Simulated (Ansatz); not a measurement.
# KLaCl2F2: complex band structure, part 2 of 3

A new crystal, KLaCl2F2: structure, gap and complex bands. It is built by putting Cl for part of the F in the KLaF4 structure of space group P4/mmm, with the volume rescaled by atomic radii. The parent structure comes from the Materials Project.

Ansatz 0.2.0; PBE DFT, plane waves, PAW files (the session's first sound run).

So far. Step 2 (Cell and atoms at rest): The largest force component on a free atom ends at 2.7e-4 eV/Å.

The structure was built from a prototype and need not be the compound's stable phase.

### 3. Band edges

The energy window and the wavevectors of the next steps follow from the band edges, so these are searched first, off the mesh as well.

The input, input.yaml:

```yaml
crystal:
  lattice:
    - [4.376755181, 0.0, 0.0]
    - [0.0, 4.376755181, 0.0]
    - [0.0, 0.0, 8.4349943927]
  atoms:
    - { symbol: K, position: [0.0, 0.0, 0.0] }
    - { symbol: La, position: [0.5, 0.5, 0.5] }
    - { symbol: F, position: [0.5, 0.0, 0.6020622524] }
    - { symbol: F, position: [0.0, 0.5, 0.3979377476] }
    - { symbol: Cl, position: [0.5, 0.0, 0.2405872256] }
    - { symbol: Cl, position: [0.0, 0.5, 0.7594127744] }
kpoints:
  mp_grid: { grid: [6, 6, 4] }
  band_path: { path: [VBM, CBM], npoints: 30 }
scf:
  occupations: { method: fixed }
hamiltonian:
  xc: pbe
output:
  eigenvalues: true
  write_potential: true
  write_density: true
  volumetric_format: npy
```

On the command line:

```console
$ ansatz run input.yaml --threads 2 --pin off --max-ram 4096MiB --backend cpu --events-out ev --progress --plain --runs-dir out
```

Numbers of over 12 decimals in the logs are rounded to 6 here.

Log:

```text
[...]
Crystal: 6 atoms, lattice volume = 161.581 Å³
Basis set: ecut = 420 eV, 3181 PW (Γ)
Bands: 30, of which v1, the nominal top of the filled ones, is band 24 counted from 1 (23 counted from 0)
Symmetry: 8 space group operations
[...]
k-points: 30 of 144 (time reversal used)
[...]
SCF iter   1: F=—  HF=-11575.973377 eV  |F-HF|=—  |Δ(HF+E_count)|=         —  Δρ=1.42e-3  dr2=9.69e-3  ethr=1.77e-3  ⟨swp⟩=4.0  Hψ=3488  notcnv=0  defer=7
[...]
SCF iter   7: F=-11575.971954 eV  HF=-11575.971953 eV  |F-HF|=2.07e-8  |Δ(HF+E_count)|=   2.78e-7  Δρ=2.28e-6  dr2=1.50e-8  ethr=2.08e-10  ⟨swp⟩=5.6  Hψ=2890  notcnv=0
SCF 1 converged in 7 iterations: F = -11575.971954 eV  dr2 = 1.50e-8
[...]
NSCF: frozen V_eff on 40 k-points
[...]
SCF converged after 7 iterations
Free energy (F): -11575.971954 eV
[...]
Internal energy: -11575.971954 eV  (E = F + TS)
E sigma→0 (E₀):  -11575.971954 eV
Fermi energy:    1.500683 eV
[...]
--- Band table (eV; the first three rows and the last of 30) ---
  k-point 0: bands = [... 20 lower, 1.2623, 1.2623, 1.5007, 1.5007, 6.4481, 6.4879, 6.5388, 6.5388, ... 2 higher]
  k-point 1: bands = [... 20 lower, 1.2633, 1.2633, 1.4992, 1.4992, 6.4540, 6.4879, 6.5379, 6.5379, ... 2 higher]
  k-point 2: bands = [... 20 lower, 1.2644, 1.2644, 1.4977, 1.4977, 6.4614, 6.4878, 6.5371, 6.5371, ... 2 higher]
  k-point 29: bands = [... 20 lower, 1.0196, 1.0196, 1.1738, 1.4765, 6.5446, 6.5446, 6.5456, 6.5939, ... 2 higher]
```

Wall time 9.7 s (2 threads of AMD EPYC 9R45, shared host); peak memory 0.5 GiB.

The column dr2 measures how far the density is from self-consistency, as an energy; F and HF (Harris–Foulkes) agree once it is small.

Numbers from this step:

```yaml
free_energy: -11575.9720 eV
fermi_energy: 1.501 eV
gap_on_the_k_mesh: 4.946 eV
gap_on_path: 4.944 eV, by band count; negative where bands overlap
direct_gap_on_path: 4.947 eV
edge_places_on_path: 0, 0.2369 1/A along the path
```

Electronic bands along the path, in eV, zero at the Fermi level (highest filled level under fixed occupations); v1 is the highest filled band, c1 the lowest empty one:

```csv
point,v4,v3,v2,v1,c1,c2,c3,c4
VBM,-0.24,-0.24,0.00,0.00,4.95,4.99,5.04,5.04
CBM,-0.38,-0.18,-0.07,-0.05,4.94,5.00,5.04,5.06
```

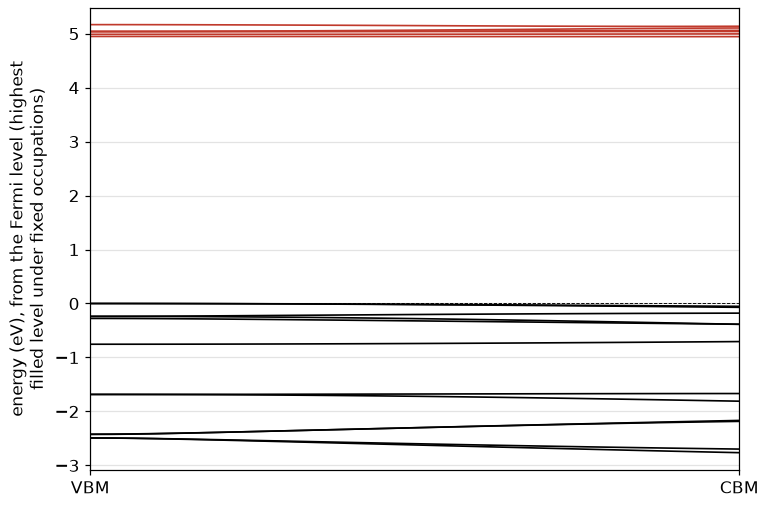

Electronic bands along the path; lines of filled and empty bands in two colours.

The searched edges give 4.94 eV, against 4.95 eV on the mesh.

### 4. Complex bands, plane (001), k-mesh 6×6×4

This step: PBE DFT, plane waves, PAW files; complex bands by layer matching along the plane's normal (Ansatz 0.2.0).

The same crystal is laid in a cell whose first two vectors span the (001) plane (indices of the standard conventional cell, whose axes can be ordered otherwise than in the bulk input). At fixed energy and wavevector in the plane the solver finds all kz, real and complex. A few wavevectors are listed, (0, 0), (-0.125, -0.125) and (0.5, 0) in units of the plane's reciprocal vectors; the slowest state needn't be among them.

input.yaml, as its differences from that of step 3:

```diff
@@ -4,3 +4,3 @@
     - [0.0, 4.376755181, 0.0]
-    - [0.0, 0.0, 8.4349943927]
+    - [0.0, 0.0, 8.434994393]
   atoms:
@@ -14,3 +14,2 @@
   mp_grid: { grid: [6, 6, 4] }
-  band_path: { path: [VBM, CBM], npoints: 30 }
 scf:
@@ -21,4 +20,6 @@
   eigenvalues: true
-  write_potential: true
-  write_density: true
-  volumetric_format: npy
+  transmission:
+    leads: [[0, 0]]
+    kpoints: [[0.0, 0.0], [-0.125, -0.125], [0.5, 0.0]]
+    e_range: [-1.0, 5.94]
+    de: 0.12
```

Log:

```text
[...]
Crystal: 6 atoms, lattice volume = 161.581 Å³
Basis set: ecut = 420 eV, 3181 PW (Γ)
Bands: 30, of which v1, the nominal top of the filled ones, is band 24 counted from 1 (23 counted from 0)
Symmetry: 8 space group operations
[...]
k-points: 30 of 144 (time reversal used)
[...]
SCF iter   1: F=—  HF=-11575.973377 eV  |F-HF|=—  |Δ(HF+E_count)|=         —  Δρ=1.42e-3  dr2=9.69e-3  ethr=1.77e-3  ⟨swp⟩=4.0  Hψ=3488  notcnv=0  defer=7
[...]
SCF iter   7: F=-11575.971954 eV  HF=-11575.971953 eV  |F-HF|=2.07e-8  |Δ(HF+E_count)|=   2.78e-7  Δρ=2.28e-6  dr2=1.50e-8  ethr=2.08e-10  ⟨swp⟩=5.6  Hψ=2879  notcnv=0
SCF 1 converged in 7 iterations: F = -11575.971954 eV  dr2 = 1.50e-8
[...]
transmission: 12 of 36 steps passed
transmission: 24 of 36 steps passed
transmission: 36 of 36 steps passed
SCF converged after 7 iterations
Free energy (F): -11575.971954 eV
[...]
Internal energy: -11575.971954 eV  (E = F + TS)
E sigma→0 (E₀):  -11575.971954 eV
Fermi energy:    1.500683 eV
[...]
--- Band table (eV; the first three rows and the last of 30) ---
  k-point 0: bands = [... 20 lower, 1.2623, 1.2623, 1.5007, 1.5007, 6.4481, 6.4879, 6.5388, 6.5388, ... 2 higher]
  k-point 1: bands = [... 20 lower, 1.2633, 1.2633, 1.4992, 1.4992, 6.4540, 6.4879, 6.5379, 6.5379, ... 2 higher]
  k-point 2: bands = [... 20 lower, 1.2644, 1.2644, 1.4977, 1.4977, 6.4614, 6.4878, 6.5371, 6.5371, ... 2 higher]
  k-point 29: bands = [... 20 lower, 1.0196, 1.0196, 1.1738, 1.4765, 6.5446, 6.5446, 6.5456, 6.5939, ... 2 higher]
--- Transmission ---
  basis      : 177 plane waves across, 12 finite elements along
  points     : 3, as listed
  energies   : 58 from -1.000000 to 5.840000 eV about the Fermi level, 0.120000 eV apart; the leads are filled to 2.473102 eV, and channels, transmission and decay are at 2.480000 eV
  crystal 0  : K1Cl2F2La1, at the sites [0, 0], period 8.4350 Å: whole cells are its period
    offset         : up to 0.0000 Å between an atom of the period and one for which it stands
    channels       : 0.000000e0 a spin
    conductance    : none, the energies end too early or step too widely for 300 K: set another output.transmission.e_range or a lower de, or, where they end at an eighth of basis.ecutwfc, a higher one
    slowest decay  : 0.4665 /Å at (0.0000, 0.0000)
```

Run time: 19 s. Hardware: 2 threads; peak memory 0.71 GiB.

This step gave:

```
level to which the leads are filled                       : 2.473 eV from the Fermi level
decay constant at the filling level, zone centre          : 0.4665 Å⁻¹
decay constant at the filling level, slowest listed point : 0.4665 Å⁻¹
```

K parallel (0, 0); values up to 1.5 1/Å, a degenerate pair printed once or twice; energies at which all values exceed this have no row. The Im kz of the slowest decaying states by energy, zero at the highest filled level on the SCF mesh:

```csv
energy (eV),decay 1 (Å⁻¹),decay 2 (Å⁻¹),decay 3 (Å⁻¹),decay 4 (Å⁻¹)
-1.000,0.443,0.946,1.17,-
-0.520,0.599,0.878,1.15,-
-0.040,0.257,0.452,0.656,0.982
0.440,0.383,0.684,0.820,1.06
1.040,0.446,0.700,0.920,1.05
1.520,0.467,0.702,0.948,1.02
2.000,0.473,0.698,0.958,0.978
2.480,0.466,0.689,0.937,0.958
2.960,0.449,0.674,0.893,0.952
3.440,0.420,0.654,0.845,0.940
4.040,0.365,0.616,0.782,0.923
4.520,0.295,0.550,0.743,0.944
5.000,0.113,0.283,0.583,0.664
5.480,0.512,0.956,0.956,1.30
```

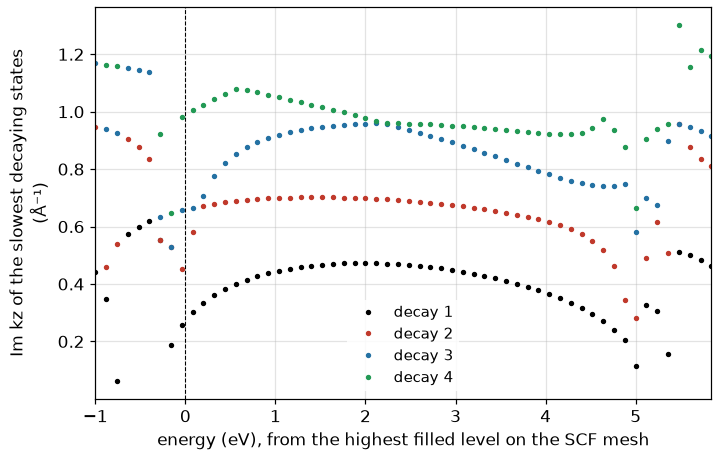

Im kz of the slowest decaying states against energy.

K parallel (-0.125, -0.125); values up to 1.5 1/Å, a degenerate pair printed once or twice; energies at which all values exceed this have no row. The Im kz of the slowest decaying states by energy, zero at the highest filled level on the SCF mesh:

| energy (eV) | decay 1 (Å⁻¹) | decay 2 (Å⁻¹) | decay 3 (Å⁻¹) | decay 4 (Å⁻¹) |
| --- | --- | --- | --- | --- |
| -1.000 | 0.531 | 0.734 | 0.751 | 0.999 |
| -0.520 | 0.576 | 0.680 | 0.985 | 1.14 |
| -0.040 | 0.207 | 0.600 | 0.737 | 0.853 |
| 0.440 | 0.448 | 0.685 | 0.884 | 1.21 |
| 1.040 | 0.507 | 0.764 | 0.930 | 1.25 |
| 1.520 | 0.526 | 0.728 | 0.851 | 0.941 |
| 2.000 | 0.531 | 0.718 | 0.881 | 0.939 |
| 2.480 | 0.525 | 0.706 | 0.893 | 0.927 |
| 2.960 | 0.509 | 0.690 | 0.894 | 0.909 |
| 3.440 | 0.483 | 0.669 | 0.883 | 0.887 |
| 4.040 | 0.434 | 0.630 | 0.845 | 0.873 |
| 4.520 | 0.373 | 0.573 | 0.817 | 0.875 |
| 5.000 | 0.261 | 0.299 | 0.414 | 0.580 |
| 5.480 | 0.326 | 0.467 | 0.702 | 0.774 |

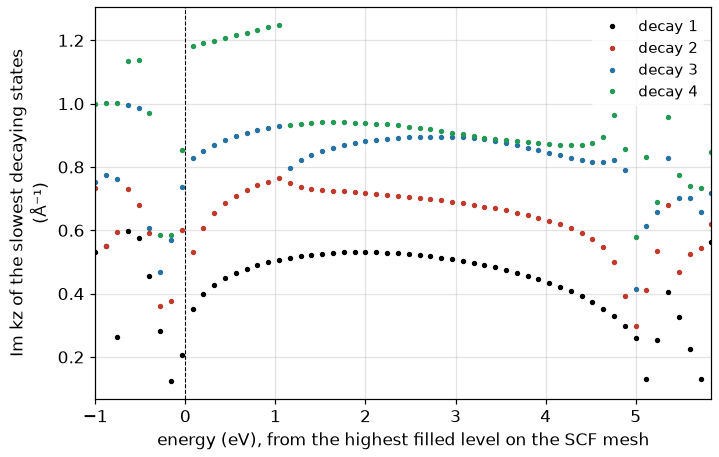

Im kz of the slowest decaying states, plotted against energy.

K parallel (0.5, 0); values up to 1.5 1/Å, a degenerate pair printed once or twice; energies at which all values exceed this have no row. Table of Im kz of the slowest decaying states by energy, zero at the highest filled level on the SCF mesh:

| energy (eV) | decay 1 (Å⁻¹) | decay 2 (Å⁻¹) | decay 3 (Å⁻¹) | decay 4 (Å⁻¹) |
| --- | --- | --- | --- | --- |
| -1.000 | 0.377 | 0.466 | 0.860 | 0.893 |
| -0.520 | 0.372 | 0.791 | 0.798 | 0.882 |
| -0.040 | 0.309 | 0.422 | 0.646 | 0.793 |
| 0.440 | 0.592 | 0.615 | 0.810 | 0.889 |
| 1.040 | 0.634 | 0.673 | 0.898 | 0.995 |
| 1.520 | 0.648 | 0.703 | 0.932 | 1.04 |
| 2.000 | 0.656 | 0.715 | 0.950 | 1.04 |
| 2.480 | 0.658 | 0.715 | 0.957 | 0.990 |
| 2.960 | 0.653 | 0.703 | 0.949 | 0.957 |
| 3.440 | 0.642 | 0.682 | 0.909 | 0.947 |
| 4.040 | 0.618 | 0.639 | 0.856 | 0.915 |
| 4.520 | 0.583 | 0.583 | 0.796 | 0.851 |
| 5.000 | 0.423 | 0.430 | 0.434 | 0.495 |
| 5.480 | 0.561 | 0.620 | 0.734 | 0.796 |

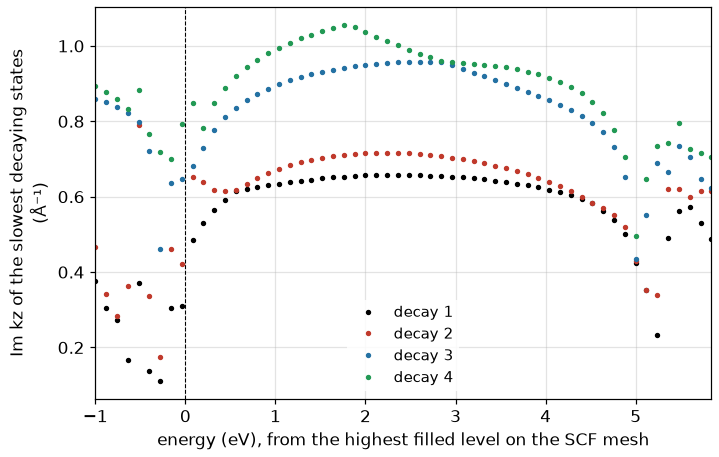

Im kz of the slowest decaying states against energy.

At the listed wavevectors the last open channel is at -0.04 eV and the next at +5.12 eV on the grid. At +2.48 eV, the grid energy nearest the filling level (the middle of the gap on the SCF mesh), the slowest state at the listed wavevectors decays with κ = 0.467 Å⁻¹, its amplitude falling by e over 2.1 Å. Through 1 nm of this crystal that state's transmission falls by exp(−2 × 0.467 Å⁻¹ × 10 Å) = 8.9e-5.

### 5. Decaying states in the gap, plane (100), k-mesh 6×4×6

The same for the (100) plane, at (0, 0) and (-0.125, 0), to see how the decay depends on direction.

The input, input.yaml:

```yaml
crystal:
  lattice:
    - [4.376755181, 0.0, 0.0]
    - [0.0, 8.434994393, 0.0]
    - [0.0, 0.0, 4.376755181]
  atoms:
    - { symbol: K, position: [0.0, 0.0, 0.0] }
    - { symbol: La, position: [0.5, 0.5, 0.5] }
    - { symbol: F, position: [0.0, 0.6020622524, 0.5] }
    - { symbol: F, position: [0.5, 0.3979377476, 0.0] }
    - { symbol: Cl, position: [0.0, 0.2405872256, 0.5] }
    - { symbol: Cl, position: [0.5, 0.7594127744, 0.0] }
kpoints:
  mp_grid: { grid: [6, 4, 6] }
scf:
  occupations: { method: fixed }
hamiltonian:
  xc: pbe
output:
  eigenvalues: true
  transmission:
    leads: [[0, 0]]
    kpoints: [[0.0, 0.0], [-0.125, 0.0]]
    e_range: [-1.0, 5.94]
    de: 0.17
```

Log:

```text
[...]
Crystal: 6 atoms, lattice volume = 161.581 Å³
Basis set: ecut = 420 eV, 3181 PW (Γ)
Bands: 30, of which v1, the nominal top of the filled ones, is band 24 counted from 1 (23 counted from 0)
Symmetry: 8 space group operations
[...]
k-points: 30 of 144 (time reversal used)
[...]
SCF iter   1: F=—  HF=-11575.973395 eV  |F-HF|=—  |Δ(HF+E_count)|=         —  Δρ=1.42e-3  dr2=9.69e-3  ethr=1.77e-3  ⟨swp⟩=4.0  Hψ=3486  notcnv=0  defer=5
[...]
SCF iter   7: F=-11575.971954 eV  HF=-11575.971953 eV  |F-HF|=2.11e-8  |Δ(HF+E_count)|=   2.74e-7  Δρ=2.31e-6  dr2=1.52e-8  ethr=2.08e-10  ⟨swp⟩=5.8  Hψ=2873  notcnv=0
SCF 1 converged in 7 iterations: F = -11575.971954 eV  dr2 = 1.52e-8
[...]
transmission: 6 of 12 steps passed
transmission: 12 of 12 steps passed
SCF converged after 7 iterations
Free energy (F): -11575.971954 eV
[...]
Internal energy: -11575.971954 eV  (E = F + TS)
E sigma→0 (E₀):  -11575.971954 eV
Fermi energy:    1.500683 eV
[...]
--- Band table (eV; the first three rows and the last of 30) ---
  k-point 0: bands = [... 20 lower, 1.2623, 1.2623, 1.5007, 1.5007, 6.4481, 6.4879, 6.5388, 6.5388, ... 2 higher]
  k-point 1: bands = [... 20 lower, 1.2529, 1.2739, 1.4011, 1.4891, 6.4469, 6.4928, 6.5383, 6.5543, ... 2 higher]
  k-point 2: bands = [... 20 lower, 1.2065, 1.2392, 1.2840, 1.4650, 6.4659, 6.5090, 6.5325, 6.5465, ... 2 higher]
  k-point 29: bands = [... 20 lower, 1.0196, 1.0196, 1.1738, 1.4765, 6.5446, 6.5446, 6.5456, 6.5939, ... 2 higher]
--- Transmission ---
  basis      : 327 plane waves across, 6 finite elements along
  points     : 2, as listed
[...]
crystal 0  : K1F2Cl2La1, at the sites [0, 0], period 4.3768 Å: whole cells are its period
[...]
channels       : 0.000000e0 a spin
[...]
slowest decay  : 0.4524 /Å at (0.0000, 0.0000)
```

Elapsed: 25 s, on 2 threads; peak memory 1.3 GiB; 49 s of CPU time.

This step gave:

```
decay constant at the filling level, zone centre          : 0.4524 Å⁻¹
decay constant at the filling level, slowest listed point : 0.4524 Å⁻¹
```

K parallel (0, 0); values up to 1.5 1/Å, a degenerate pair printed once or twice; energies at which all values exceed this have no row. Table of Im kz of the slowest decaying states by energy, zero at the highest filled level on the SCF mesh:

```
energy (eV)  decay 1 (Å⁻¹)  decay 2 (Å⁻¹)  decay 3 (Å⁻¹)  decay 4 (Å⁻¹)
     -1.000          0.337          0.364          0.435          0.651
     -0.490         0.0782          0.363          0.480          0.712
      0.020         0.0937          0.286          0.310          0.461
      0.530          0.346          0.465          0.518          0.671
      1.040          0.408          0.543          0.545          0.717
      1.550          0.438          0.559          0.584          0.743
      2.060          0.451          0.566          0.606          0.757
      2.570          0.451          0.567          0.616          0.762
      3.080          0.440          0.563          0.617          0.760
      3.420          0.425          0.558          0.614          0.753
      3.930          0.392          0.547          0.607          0.734
      4.440          0.338          0.535          0.624          0.698
      4.950          0.119          0.199          0.471          0.472
      5.460          0.322          0.436          0.454          0.634
```

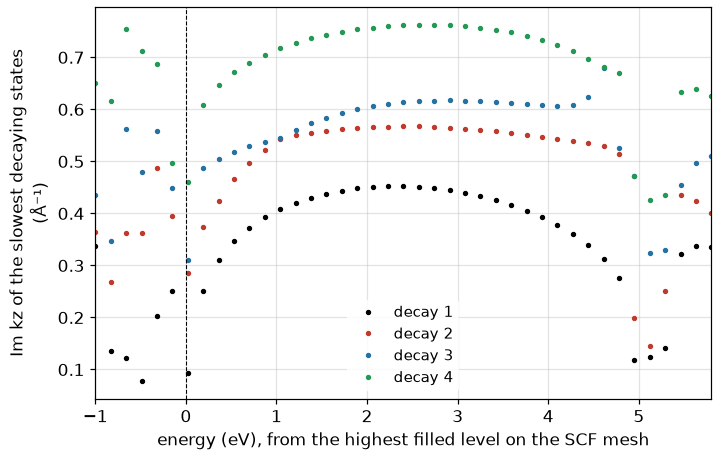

Im kz of the slowest decaying states against energy.

K parallel (-0.125, 0); values up to 1.5 1/Å, a degenerate pair printed once or twice; energies at which all values exceed this have no row. Table of Im kz of the slowest decaying states by energy, zero at the highest filled level on the SCF mesh:

```
energy (eV)  decay 1 (Å⁻¹)  decay 2 (Å⁻¹)  decay 3 (Å⁻¹)  decay 4 (Å⁻¹)
     -1.000          0.349          0.396          0.441          0.629
     -0.490         0.0851          0.358          0.458          0.529
      0.020          0.115          0.424          0.454          0.675
      0.530          0.365          0.480          0.511          0.665
      1.040          0.424          0.538          0.557          0.711
      1.550          0.453          0.554          0.598          0.736
      2.060          0.466          0.562          0.619          0.750
      2.570          0.467          0.563          0.627          0.757
      3.080          0.458          0.560          0.626          0.757
      3.420          0.445          0.555          0.622          0.752
      3.930          0.417          0.546          0.614          0.736
      4.440          0.371          0.536          0.626          0.699
      4.950          0.145          0.265          0.453          0.487
      5.460          0.166          0.321          0.455          0.462
```

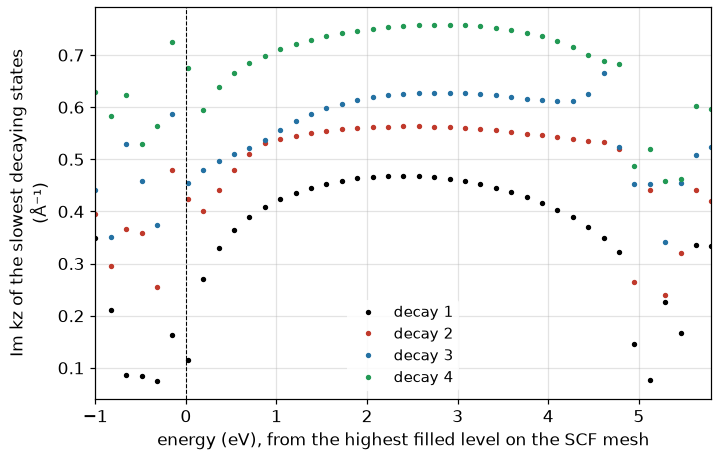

Im kz of the slowest decaying states against energy.

At the listed wavevectors the last open channel is at -0.15 eV and the next at +4.95 eV on the grid. At +2.40 eV, the grid energy nearest the filling level (the middle of the gap on the SCF mesh), the slowest state at the listed wavevectors decays with κ = 0.452 Å⁻¹, its amplitude falling by e over 2.2 Å; the first such run, plane (001), gave 0.467 Å⁻¹.

[end of part 2 of 3]

[Logs are printed without paths, hosts, clocks, repeated set-up lines and the standing remarks that a program may print on its own settings, such as how far it seeks lower states.]

[Hosts, paths, dates, database ids (printed as entryN), source tags and the programs' standing remarks are cut or masked in the printed files.]

[New means built here by substitution; the compound itself may be known and measured.]
